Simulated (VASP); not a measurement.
# A VASP study of LiCaSc (LDA): structure first, properties next, part 4 of 4

Wanted: the relaxed cell of LiCaSc and its properties. The cell is invented: other elements were put on sites of a known structure type. It may not be a known or stable phase. The atoms of the start are displaced at random from the sites of a P-6m2 cell.

VASP 6.6.1; LDA; plane waves and PAW (Li_sv, Ca_sv, Sc_sv); invented cell.

Still holding for the runs below: The k-mesh is coarse for a metal.

So far. Step 10 (Volume scan with LDA, volume scale 1): The run ends at a pressure of -0.03 GPa, with forces up to 0.0060 eV/Å.

### 11. Volume scan with LDA, volume scale 1.02

File INCAR:

```
SYSTEM = LiCaSc
PREC = Accurate
ENCUT = 650
EDIFF = 1E-06
NELM = 100
ISMEAR = 1
SIGMA = 0.2
LREAL = .FALSE.
ALGO = Normal
GGA = CA
LORBIT = 11
LWAVE = .FALSE.
LCHARG = .FALSE.
ISIF = 2
```

File POSCAR:

```
LiCaSc
1.0
    3.0091808485      0.0000000000      0.0000000000
    0.0000000000      2.7340401346      4.7287012611
    0.0000000000     -2.7340401346      4.7287012611
Li Ca Sc
1 1 1
Direct
    0.5000000000      0.9972157744      0.9972157744
    0.0000000000      0.6633069063      0.6633069063
    0.0000000000      0.3297820362      0.3297820362
```

File KPOINTS:

```
Automatic mesh
0
Gamma
8 5 5
0 0 0
```

Potentials, in the order of the species: Li_sv, Ca_sv and Sc_sv (LDA family, release 64).

Started as:

```bash
$ mpirun -np 1 vasp_std
```

What it wrote:

```text
[... set-up lines as in an earlier step ...]
 entering main loop
       N       E                     dE             d eps       ncg     rms          rms(c)
DAV:   1     0.331992441885E+03    0.33199E+03   -0.13101E+04  1440   0.174E+03
DAV:   2     0.104630145951E+02   -0.32153E+03   -0.31877E+03  1800   0.533E+02
DAV:   3    -0.850617278092E+01   -0.18969E+02   -0.18767E+02  2456   0.137E+02
DAV:   4    -0.114699888532E+02   -0.29638E+01   -0.29544E+01  2584   0.291E+01
[...]
DAV:  12    -0.986439522258E+01    0.13577E-03   -0.10066E-03  2080   0.229E-01    0.115E-02
DAV:  13    -0.986439638976E+01   -0.11672E-05   -0.21173E-05  2584   0.316E-02    0.360E-03
DAV:  14    -0.986439611522E+01    0.27454E-06   -0.11901E-06  1208   0.845E-03
   1 F= -.98643961E+01 E0= -.98643508E+01  d E =-.135873E-03
```

Elapsed: 57 s, on 1 MPI rank of Intel Xeon Platinum 8375C at 2.90GHz (Ice Lake), shared host; peak memory 0.26 GiB.

From OUTCAR (step 11):

```text
  Total       -0.2372070     -0.2360267     -0.2400391      0.0000000      0.0000000      0.0000000
  in kB       -4.8844211     -4.8601162     -4.9427370      0.0000000      0.0000000      0.0000000
  external PRESSURE =      -4.8957581 kB  Pullay stress =       0.0000000 kB

 POSITION                                       TOTAL-FORCE (eV/Angst)
 -----------------------------------------------------------------------------------
      1.50459      0.00000      9.43107         0.000000      0.000000     -0.005402
      0.00000      0.00000      6.27316         0.000000      0.000000      0.003750
      0.00000      0.00000      3.11888         0.000000      0.000000      0.001652
 -----------------------------------------------------------------------------------
    total drift:                               -0.000000      0.000000      0.000013

  FREE ENERGIE OF THE ION-ELECTRON SYSTEM (eV)
  ---------------------------------------------------
  free  energy   TOTEN  =        -9.8643961152 eV

  energy  without entropy=       -9.8642602417  energy(sigma->0) =       -9.86435082

[... 1 part as in an earlier step ...]

[... 2 further parts left out ...]
[key lines of the parts left out:]
E-fermi :   2.3202
```

The pressure falls from -0.03 to -0.49 GPa.

The run ends at a pressure of -0.49 GPa, with forces up to 0.0054 eV/Å.

### 12. Volume scan with LDA, volume scale 1.04

INCAR is that of step 11.

File POSCAR:

```
LiCaSc
1.0
    3.0287215314      0.0000000000      0.0000000000
    0.0000000000      2.7517941394      4.7594079739
    0.0000000000     -2.7517941394      4.7594079739
Li Ca Sc
1 1 1
Direct
    0.5000000000      0.9972157744      0.9972157744
    0.0000000000      0.6633069063      0.6633069063
    0.0000000000      0.3297820362      0.3297820362
```

KPOINTS is that of step 11.

Started as:

```bash
$ mpirun -np 1 vasp_std
```

What it wrote:

```text
[... set-up lines as in an earlier step ...]
 entering main loop
       N       E                     dE             d eps       ncg     rms          rms(c)
DAV:   1     0.321925784873E+03    0.32193E+03   -0.13175E+04  1440   0.173E+03
DAV:   2     0.842772144697E+01   -0.31350E+03   -0.31129E+03  1800   0.528E+02
DAV:   3    -0.898425416751E+01   -0.17412E+02   -0.17163E+02  2568   0.130E+02
DAV:   4    -0.114744282696E+02   -0.24902E+01   -0.24858E+01  2496   0.278E+01
[...]
DAV:  12    -0.985815572489E+01    0.14082E-03   -0.10272E-03  2040   0.238E-01    0.131E-02
DAV:  13    -0.985815749793E+01   -0.17730E-05   -0.42416E-05  2448   0.385E-02    0.601E-03
DAV:  14    -0.985815661656E+01    0.88137E-06   -0.69375E-06  1648   0.178E-02
   1 F= -.98581566E+01 E0= -.98581089E+01  d E =-.143151E-03
```

Wall time 58 s (1 MPI rank); peak memory 0.26 GiB.

From OUTCAR (step 12):

```text
  Total       -0.4462215     -0.4568880     -0.4611810      0.0000000      0.0000000      0.0000000
  in kB       -9.0116192     -9.2270335     -9.3137331      0.0000000      0.0000000      0.0000000
  external PRESSURE =      -9.1841286 kB  Pullay stress =       0.0000000 kB

 POSITION                                       TOTAL-FORCE (eV/Angst)
 -----------------------------------------------------------------------------------
      1.51436      0.00000      9.49231         0.000000      0.000000     -0.004957
      0.00000      0.00000      6.31390         0.000000      0.000000      0.003477
      0.00000      0.00000      3.13913         0.000000      0.000000      0.001480
 -----------------------------------------------------------------------------------
    total drift:                               -0.000000      0.000000      0.000272

  FREE ENERGIE OF THE ION-ELECTRON SYSTEM (eV)
  ---------------------------------------------------
  free  energy   TOTEN  =        -9.8581566166 eV

  energy  without entropy=       -9.8580134660  energy(sigma->0) =       -9.85810890

[... 1 part as in an earlier step ...]

[... 2 further parts left out ...]
[key lines of the parts left out:]
E-fermi :   2.2337
```

The pressure falls from -0.49 to -0.92 GPa.

The run ends at a pressure of -0.92 GPa, with forces up to 0.0050 eV/Å.

### 13. Volume scan with LDA, volume scale 1.06

A prediction first. A parabola through the 6 pressures of evenly scaled cells so far, P = -0.03 -24.2 t +40 t² GPa with t = ln(V/V₁) and V₁ the volume at scale 1, gives -1.30 GPa at t = +0.0583.

INCAR is that of step 12.

File POSCAR:

```
LiCaSc
1.0
    3.0480132715      0.0000000000      0.0000000000
    0.0000000000      2.7693219632      4.7897234917
    0.0000000000     -2.7693219632      4.7897234917
Li Ca Sc
1 1 1
Direct
    0.5000000000      0.9972157744      0.9972157744
    0.0000000000      0.6633069063      0.6633069063
    0.0000000000      0.3297820362      0.3297820362
```

KPOINTS is that of step 12.

Started as:

```bash
$ mpirun -np 1 vasp_std
```

What it wrote:

```text
[... set-up lines as in an earlier step ...]
 entering main loop
       N       E                     dE             d eps       ncg     rms          rms(c)
DAV:   1     0.322767717249E+03    0.32277E+03   -0.13125E+04  1440   0.173E+03
DAV:   2     0.883933469458E+01   -0.31393E+03   -0.31148E+03  1832   0.527E+02
DAV:   3    -0.870209017253E+01   -0.17541E+02   -0.17401E+02  2512   0.130E+02
DAV:   4    -0.114674747169E+02   -0.27654E+01   -0.27602E+01  2600   0.283E+01
[...]
DAV:  12    -0.984804195267E+01    0.13865E-03   -0.94375E-04  2056   0.233E-01    0.149E-02
DAV:  13    -0.984804230032E+01   -0.34764E-06   -0.58933E-05  2520   0.448E-02    0.592E-03
DAV:  14    -0.984804151102E+01    0.78930E-06   -0.75971E-06  1680   0.176E-02
   1 F= -.98480415E+01 E0= -.98479956E+01  d E =-.137856E-03
```

The job ended after 65 s (1 MPI rank; peak memory 0.26 GiB).

From OUTCAR (step 13):

```text
  Total       -0.6434560     -0.6672255     -0.6719749      0.0000000      0.0000000      0.0000000
  in kB      -12.7496625    -13.2206406    -13.3147471      0.0000000      0.0000000      0.0000000
  external PRESSURE =     -13.0950168 kB  Pullay stress =       0.0000000 kB

 POSITION                                       TOTAL-FORCE (eV/Angst)
 -----------------------------------------------------------------------------------
      1.52401      0.00000      9.55278         0.000000      0.000000     -0.004538
      0.00000      0.00000      6.35411         0.000000      0.000000      0.003347
      0.00000      0.00000      3.15913         0.000000      0.000000      0.001192
 -----------------------------------------------------------------------------------
    total drift:                               -0.000000      0.000000      0.000197

  FREE ENERGIE OF THE ION-ELECTRON SYSTEM (eV)
  ---------------------------------------------------
  free  energy   TOTEN  =        -9.8480415110 eV

  energy  without entropy=       -9.8479036554  energy(sigma->0) =       -9.84799556

[... 1 part as in an earlier step ...]

[... 2 further parts left out ...]
[key lines of the parts left out:]
E-fermi :   2.1503
```

The pressure falls from -0.92 to -1.31 GPa. The parabola predicted -1.30 GPa, +0.01 GPa off.

### 14. The series together

Times are for 1 MPI rank of Intel Xeon Platinum 8375C at 2.90GHz (Ice Lake), shared host. Results by setting:

| no. | volume scale | energy above the lowest point (meV/atom) | pressure (GPa) | time | memory (GiB) |
| --- | --- | --- | --- | --- | --- |
| 1 | 0.94 | 7.85 | 1.628 | 60 s | 0.24 |
| 2 | 0.96 | 3.45 | 1.027 | 74 s | 0.25 |
| 3 | 0.98 | 0.89 | 0.4765 | 80 s | 0.26 |
| 4 | 1 | 0 | -0.02579 | 71 s | 0.26 |
| 5 | 1.02 | 0.66 | -0.4896 | 57 s | 0.26 |
| 6 | 1.04 | 2.75 | -0.9184 | 58 s | 0.26 |
| 7 | 1.06 | 6.12 | -1.310 | 65 s | 0.26 |

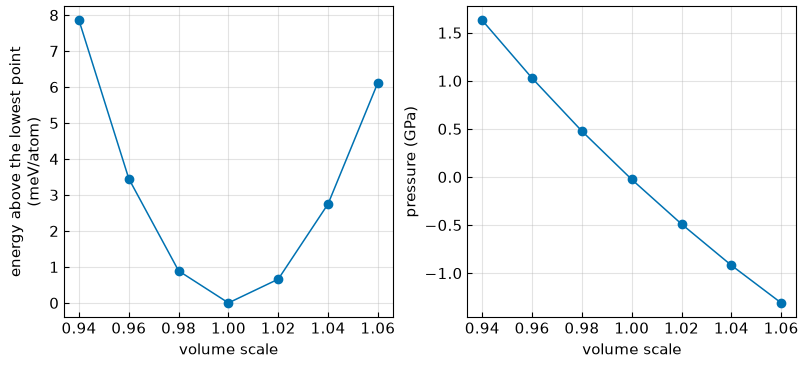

The series as plots.

### 15. Fit for LDA

This step: Birch-Murnaghan fit, LDA; plane waves and PAW; invented cell (VASP 6.6.1).

No new run; the numbers come from the runs before.

This step gave:

```
pressure derivative of the bulk modulus : 3.337
r.m.s. error of the fit                 : 2.45e-6 eV/atom
minimum inside the sampled range        : yes
bulk modulus                            : 24.21 GPa
equilibrium volume of the fit           : 25.46 Å³/atom
```

Table of energy above the fitted minimum by volume:

| volume (Å³/atom) | energy above the fitted minimum (eV/atom) |
| --- | --- |
| 23.90 | 0.00785 |
| 24.41 | 0.00345 |
| 24.92 | 8.9e-4 |
| 25.43 | -1.6e-6 |
| 25.94 | 6.6e-4 |
| 26.44 | 0.00274 |
| 26.95 | 0.00612 |

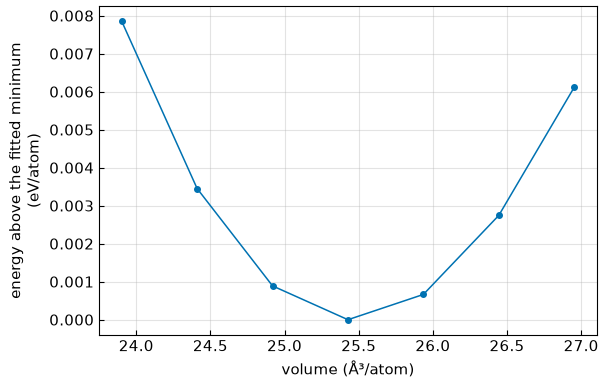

Energy above the fitted minimum against volume.

The fitted volume lies +0.11 % from the relaxed one. At a finite cutoff and mesh the minimum of the energy and the zero of the stress don't quite coincide, and the relaxation stops at a threshold.

### 16. Elastic constants (LDA)

This step: LDA; plane waves and PAW (Li_sv, Ca_sv, Sc_sv); invented cell (VASP 6.6.1).

IBRION = 6 with ISIF = 3 strains the cell both ways at fixed fractional positions, and adds the ions' share afterwards from the force constants. Stress converges slowly with the basis, so the cutoff is raised.

File INCAR:

```
SYSTEM = LiCaSc
PREC = Accurate
ENCUT = 700
EDIFF = 1E-07
NELM = 100
ISMEAR = 1
SIGMA = 0.2
LREAL = .FALSE.
ALGO = Normal
GGA = CA
LORBIT = 11
LWAVE = .FALSE.
LCHARG = .FALSE.
IBRION = 6
NFREE = 2
POTIM = 0.015
ISIF = 3
NSW = 1
```

File POSCAR:

```
LiCaSc
1.0
    2.9893830329      0.0000000000      0.0000000000
    0.0000000000      2.7160525077      4.6975904837
    0.0000000000     -2.7160525077      4.6975904837
Li Ca Sc
1 1 1
Direct
    0.5000000000      0.9972157744      0.9972157744
    0.0000000000      0.6633069063      0.6633069063
    0.0000000000      0.3297820362      0.3297820362
```

KPOINTS is that of step 13.

Started as:

```bash
$ mpirun -np 1 vasp_std
```

What it wrote:

```text
[... set-up lines as in an earlier step ...]
 entering main loop
       N       E                     dE             d eps       ncg     rms          rms(c)
DAV:   1     0.333096139536E+03    0.33310E+03   -0.13639E+04  1440   0.185E+03
DAV:   2     0.971223761696E+01   -0.32338E+03   -0.32123E+03  1768   0.535E+02
DAV:   3    -0.885514352609E+01   -0.18567E+02   -0.18404E+02  2584   0.134E+02
DAV:   4    -0.114818372465E+02   -0.26267E+01   -0.26170E+01  2528   0.295E+01
[...]
DAV:  13    -0.986644267110E+01   -0.15117E-05   -0.21181E-05  2600   0.310E-02    0.355E-03
DAV:  14    -0.986644250811E+01    0.16299E-06   -0.78375E-07  1688   0.668E-03    0.157E-03
DAV:  15    -0.986644245339E+01    0.54726E-07   -0.74785E-07  1792   0.486E-03
   1 F= -.98664425E+01 E0= -.98663993E+01  d E =-.129522E-03
[... from here on, the cycles between the ionic steps are left out ...]
   2 F= -.98626395E+01 E0= -.98619697E+01  d E =-.200931E-02
   3 F= -.98627680E+01 E0= -.98633016E+01  d E =0.160073E-02
   5 F= -.98639467E+01 E0= -.98635268E+01  d E =-.125983E-02
   7 F= -.98639895E+01 E0= -.98635774E+01  d E =-.123615E-02
   9 F= -.98667041E+01 E0= -.98667212E+01  d E =0.511494E-04
  11 F= -.98657708E+01 E0= -.98657339E+01  d E =-.110576E-03
  13 F= -.98667026E+01 E0= -.98667264E+01  d E =0.716478E-04
  15 F= -.98663338E+01 E0= -.98662901E+01  d E =-.130957E-03
  17 F= -.98663094E+01 E0= -.98662672E+01  d E =-.126704E-03
  19 F= -.98663978E+01 E0= -.98663536E+01  d E =-.132831E-03
  21 F= -.98665159E+01 E0= -.98664799E+01  d E =-.108061E-03
  23 F= -.98660903E+01 E0= -.98660447E+01  d E =-.136703E-03
  24 F= -.98661519E+01 E0= -.98661052E+01  d E =-.139861E-03
[...]
hard stop encountered!  aborting job ...
[...]
|     The electronic self-consistency was not achieved in the given           |
[...]
soft stop encountered!  aborting job ...
  25 F= -.98661624E+01 E0= -.98661225E+01  d E =-.119838E-03
 deleting file STOPCAR
```

Wall time 20 min (1 MPI rank); peak memory 0.42 GiB.

The run was stopped at its time limit, by a STOPCAR file.

More ranks or a longer limit would be the way on.

### 17. Outcome

| Property | Result |
| --- | --- |
| relaxed volume | 25.43 Å³/atom |
| relaxed conventional cell a, b, c | 5.426, 5.426, 2.989 Å; angles 90.0, 90.0, 120.0° |
| space group after relaxing, within 0.02 Å (lengths above averaged to it) | P-6m2 (No. 187) |
| band gap | none, a metal |
| DOS at the Fermi level | 1.39 states/eV/cell |
| bulk modulus from the fit | 24.2 GPa |
| volume from the fit | 25.5 Å³/atom |

What this shows: With LDA, LiCaSc relaxes to 25.43 Å³/atom in space group P-6m2, comes out as a metal and has a bulk modulus of 24.2 GPa. Not obtained: elastic constants (LDA), because the run hit its time limit. Bands along the symmetry lines (LDA): Of the bands kept, 3 cross the Fermi level on this path. The k-sampling is coarse for a metal, so the Fermi level, pressures and the shape of the cell carry errors. No search among competing phases was made. All values are for a static lattice at zero temperature.

[Lines on the potential files, build, host, timing and source positions are cut from VASP's logs without a mark.]

[Logs are printed without paths, hosts, clocks, repeated set-up lines and the standing remarks that a program may print on its own settings, such as how far it seeks lower states.]

[Hosts, paths, dates, database ids (printed as entryN), source tags and the programs' standing remarks are cut or masked in the printed files.]

[A measured line is paired with the nearest computed mode of its activity, which favours agreement.]
